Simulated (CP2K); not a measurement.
**PM6 run of Si2NH7 (SMILES [SiH3]N[SiH3])**

What is the vertical ionisation energy of Si2NH7 at PM6? 

Program for the calculation: CP2K 2026.2.

2 further runs of the same task are left out: 1 that didn't finish, 1 set aside as unsound or not needed.

## 1. Starting point

The species is Si2NH7 (10 atoms), meant as a singlet with charge 0. SMILES: `[SiH3]N[SiH3]`. Geometry: relaxed at PBE0-D4/def2-TZVP.

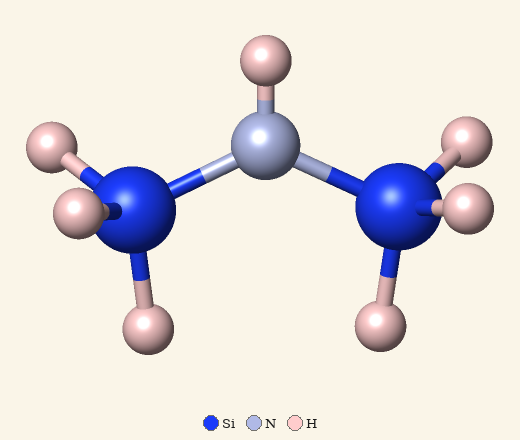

Viewed from a chosen angle; silicon blue, nitrogen light blue, hydrogen pink.

## 2. A single-point energy at PM6

The input, molecule.pdb:

```
HETATM    1 Si   MOL A   1      -1.043   0.758  -0.880  1.00  0.00          SI
HETATM    2 N    MOL A   1       0.120   0.500   0.369  1.00  0.00           N
HETATM    3 Si   MOL A   1       0.996  -0.935   0.755  1.00  0.00          SI
HETATM    4 H    MOL A   1      -1.374  -0.567  -1.458  1.00  0.00           H
HETATM    5 H    MOL A   1      -0.532   1.645  -1.963  1.00  0.00           H
HETATM    6 H    MOL A   1      -2.274   1.394  -0.336  1.00  0.00           H
HETATM    7 H    MOL A   1       0.362   1.317   0.913  1.00  0.00           H
HETATM    8 H    MOL A   1       0.403  -2.042  -0.035  1.00  0.00           H
HETATM    9 H    MOL A   1       0.897  -1.243   2.208  1.00  0.00           H
HETATM   10 H    MOL A   1       2.445  -0.827   0.427  1.00  0.00           H
END
```

The input, qs.inp:

```
&GLOBAL
  PROJECT qs
  RUN_TYPE ENERGY
  PRINT_LEVEL MEDIUM
&END

&FORCE_EVAL
  METHOD QS
  &DFT
    CHARGE 0
    MULTIPLICITY 1
    &QS
      METHOD PM6
      EPS_DEFAULT 1.0E-10
      &SE
        &COULOMB
          CUTOFF [angstrom] 50
          RC_RANGE [angstrom] 0
        &END
        &EXCHANGE
          CUTOFF [angstrom] 50
          RC_RANGE [angstrom] 0
        &END
      &END
    &END
    &POISSON
      PERIODIC NONE
      POISSON_SOLVER ANALYTIC
    &END
    &SCF
      SCF_GUESS ATOMIC
      EPS_SCF 1.0E-07
      MAX_SCF 100
      ADDED_MOS 2
      &DIAGONALIZATION
        ALGORITHM STANDARD
      &END
      &MIXING
        METHOD DIRECT_P_MIXING
        ALPHA 0.4
      &END
    &END
    &PRINT
      &MOMENTS
        PERIODIC F
        REFERENCE COM
        MAX_MOMENT 1
      &END
      &MO ON
        ENERGIES T
        OCCUPATION_NUMBERS T
        NDIGITS 6
        &EACH
          QS_SCF 0
        &END
        ADD_LAST NUMERIC
      &END
      &HIRSHFELD OFF
      &END
    &END
  &END
  &SUBSYS
    &CELL
      ABC [angstrom] 14.7 13.7 14.2
      PERIODIC NONE
    &END
    &TOPOLOGY
      COORD_FILE_NAME molecule.pdb
      COORD_FILE_FORMAT PDB
      CONN_FILE_FORMAT OFF
      &CENTER_COORDINATES
      &END
    &END
  &END
&END
```

The run is started by

```bash
$ OMP_NUM_THREADS=1 cp2k.psmp -i qs.inp -o qs.out
```

What it wrote:

```text
CP2K| version string:                                       CP2K version 2026.2
[...]
 GLOBAL| Method name                                                        CP2K
[...]
 GLOBAL| Run type                                                         ENERGY
[...]
                             - Atoms:                                         10
[...]
                             - Spherical basis functions:                     29
[...]
 Number of electrons:                                                         20
[...]
     1 P_Mix/Diag. 0.40E+00    0.0     0.77207102       -10.4328440046 -1.04E+01
[...]
    18 DIIS/Diag.  0.31E-07    0.0     0.00000004       -15.4940048041  1.42E-14
  *** SCF run converged in    18 steps ***
  Core-core repulsion energy [eV]:                            865.62259828949561
  Core Hamiltonian energy [eV]:                              -641.16119974032313
  Two-electron integral energy [eV]:                        -1292.14942150020806
  Electronic energy [eV]:                                   -1287.23591049042693
  Total energy [eV]:                                         -421.61331220093155
  Atomic reference energy [eV]:                               420.65279332353998
  Heat of formation [kcal/mol]:                               -22.15009327047763
[...]
 SE_DIPOLE| Moment [Debye]         -0.35686683      -1.01244258      -0.58953865
 SE_DIPOLE| Derivative [a.u.]       0.00000000       0.00000000       0.00000000
 ENERGY| Total FORCE_EVAL ( QS ) energy [hartree]            -15.494004804145536
[...]
```

Wall time 0.28 s (1 thread of Arm Neoverse V1, shared host).

## 3. The doublet cation, same level

molecule.pdb is that of step 2.

The input, job.inp:

```
&GLOBAL
  PROJECT_NAME job
  RUN_TYPE ENERGY
  PRINT_LEVEL MEDIUM
&END

&FORCE_EVAL
  METHOD QS
  &DFT
    CHARGE 1
    MULTIPLICITY 2
    UKS T
    &QS
      METHOD PM6
      EPS_DEFAULT 1.0E-10
      &SE
        &COULOMB
          CUTOFF [angstrom] 50
          RC_RANGE [angstrom] 0
        &END
        &EXCHANGE
          CUTOFF [angstrom] 50
          RC_RANGE [angstrom] 0
        &END
      &END
    &END
    # isolated system
    &POISSON
      PERIODIC NONE
      POISSON_SOLVER ANALYTIC
    &END
    # SCF settings
    &SCF
      SCF_GUESS ATOMIC
      EPS_SCF 1.0E-07
      MAX_SCF 100
      ADDED_MOS 2
      &DIAGONALIZATION
        ALGORITHM STANDARD
      &END
      &MIXING
        METHOD DIRECT_P_MIXING
        ALPHA 0.4
      &END
    &END
    &PRINT
      &MOMENTS
        PERIODIC F
        REFERENCE COM
        MAX_MOMENT 1
      &END
      &MO ON
        ENERGIES T
        OCCUPATION_NUMBERS T
        NDIGITS 6
        &EACH
          QS_SCF 0
        &END
        ADD_LAST NUMERIC
      &END
      &HIRSHFELD OFF
      &END
    &END
  &END
  &SUBSYS
    &CELL
      ABC 14.7 13.7 14.2
      PERIODIC NONE
    &END
    &TOPOLOGY
      COORD_FILE_NAME molecule.pdb
      COORD_FILE_FORMAT PDB
      CONN_FILE_FORMAT OFF
      &CENTER_COORDINATES
      &END
    &END
  &END
&END
```

The run is started by

```bash
$ OMP_NUM_THREADS=1 cp2k.psmp job.inp > job.out
```

What it wrote:

```text
CP2K| version string:                                       CP2K version 2026.2
[...]
 GLOBAL| Method name                                                        CP2K
[...]
 GLOBAL| Run type                                                         ENERGY
[...]
                             - Atoms:                                         10
[...]
                             - Spherical basis functions:                     29
[...]
 Number of electrons:                                                         10
[...]
     1 P_Mix/Diag. 0.40E+00    0.0     0.38288342       -10.2025605895 -1.02E+01
[...]
    40 DIIS/Diag.  0.64E-07    0.0     0.00000010       -15.1352499699 -1.28E-13
  *** SCF run converged in    40 steps ***
  Core-core repulsion energy [eV]:                            865.62259828949561
  Core Hamiltonian energy [eV]:                              -607.67424350840383
  Two-electron integral energy [eV]:                        -1339.59890295369132
  Electronic energy [eV]:                                   -1277.47369498524949
  Total energy [eV]:                                         -411.85109669575388
  Atomic reference energy [eV]:                               420.65279332353998
  Heat of formation [kcal/mol]:                               202.97196216835690
[...]
 SE_DIPOLE| Moment [Debye]         -0.70074906      -1.80304946      -0.99184924
 SE_DIPOLE| Derivative [a.u.]       0.00000000       0.00000000       0.00000000
 ENERGY| Total FORCE_EVAL ( QS ) energy [hartree]            -15.135249969895327
[...]
```

It took 0.38 s on 1 thread of Arm Neoverse V1, shared host.

## 4. What came out

Level: PM6.

| quantity | value |
| --- | --- |
| singlet Si2NH7: total energy | -15.49400 Eh |
| singlet Si2NH7: dipole moment | 1.22 D |
| singlet Si2NH7: HOMO energy | -10.23 eV |
| singlet Si2NH7: LUMO energy | -0.04 eV |
| singlet Si2NH7: HOMO–LUMO gap | 10.20 eV |
| singlet Si2NH7: heat of formation | -22.2 kcal/mol |
| doublet cation: total energy | -15.13525 Eh |
| doublet cation: HOMO energy (highest over α and β) | -15.23 eV |
| doublet cation: LUMO energy (lowest over α and β) | -9.26 eV |
| doublet cation: heat of formation | 203.0 kcal/mol |
| vertical ionisation energy (to the doublet cation) | 9.762 eV |

Removing an electron at fixed nuclei costs 9.76 eV (942 kJ/mol).
